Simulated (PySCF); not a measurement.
C₇H₁₅AlO

```xyz
24

C     3.3675    0.9869   -0.1780
C     2.0480    1.0249   -0.3632
C     1.2418   -0.0944   -0.9425
C     0.1738   -0.6474   -0.0114
C    -0.6284   -1.8101   -0.6062
C    -2.0822   -1.4792   -0.2808
C    -2.0745    0.0318   -0.3400
O    -0.8238    0.3760    0.2763
Al   -0.7579    1.5741    1.8618
H     3.9615    0.1078   -0.4519
H     3.9044    1.8341    0.2556
H     1.4918    1.9260   -0.0749
H     0.7389    0.2400   -1.8688
H     1.9022   -0.9315   -1.2244
H     0.6177   -0.9017    0.9631
H    -0.4794   -1.8444   -1.6977
H    -0.3038   -2.7766   -0.1971
H    -2.3433   -1.8049    0.7382
H    -2.7987   -1.9309   -0.9809
H    -2.0808    0.4121   -1.3757
H    -2.8689    0.5244    0.2358
H    -0.3894    2.9998    1.2231
H     0.3927    0.8191    2.6891
H    -2.2802    1.3750    2.3469
```

Geometry: PBE0-D3(BJ)/def2-SVP.

These are results of PBE0/def2-SVPD, SCF density, gas phase in PySCF, not measurements.

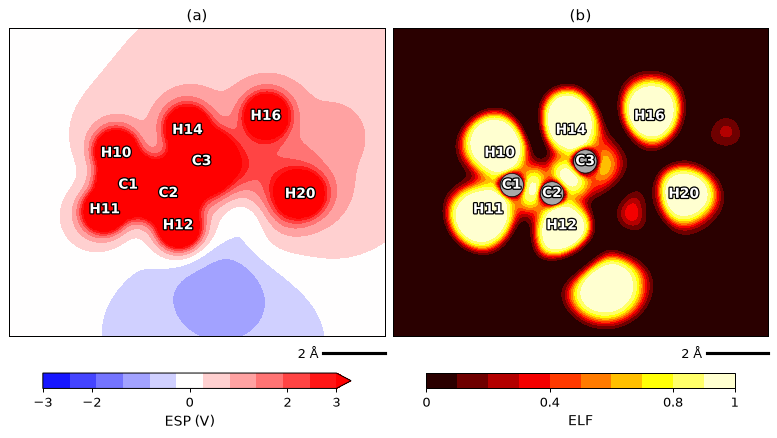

Figure 1. (a) electrostatic potential; (b) ELF on the plane of atoms C2, C1 and H10. Grey discs cover the atomic cores in the ELF map.

Describe what can be read from this map.

Answer. The plane passes through C and H nuclei. C–C (1.33 Å): the ELF peaks at about 0.95 between the atoms; a short, multiple covalent bond. C–H (1.09 Å): the ELF climbs to about 1 towards the hydrogen, as it does in any bond to H; a covalent bond by its length. C–C (1.50 Å): the ELF peaks at about 0.95 between the atoms (a covalent bond). Outside the dense part of the molecule the potential is most negative (−1.2 V) near H22, which lies off the plane.

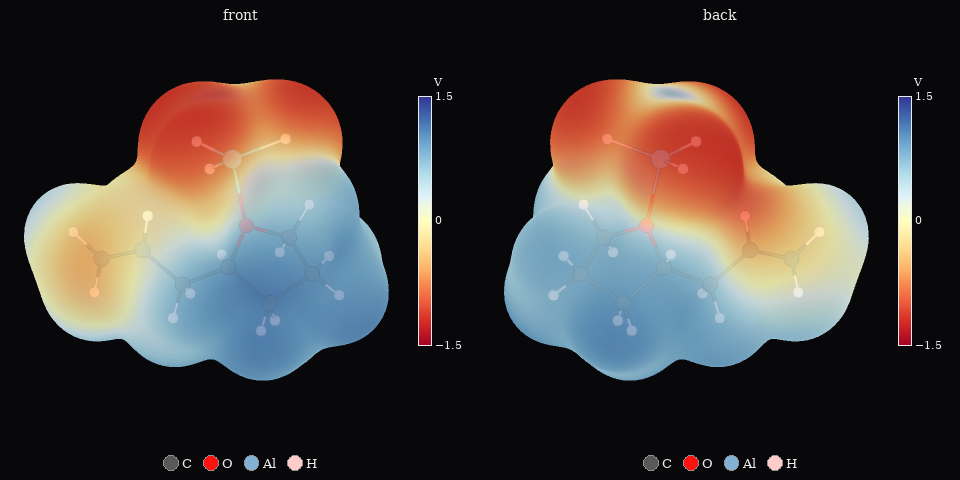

Figure 2. The electrostatic potential painted on the density surface at 0.001 e/bohr³, seen from the front and from behind; red is negative and blue positive.

Where is the surface potential most negative and most positive?

Answer. The most negative region (about −1.2 V, or −28 kcal/mol for a unit charge) lies over H22 and H23, the most positive (about +1.1 V, or +25 kcal/mol for a unit charge) over H13, H16, H19 and H20.
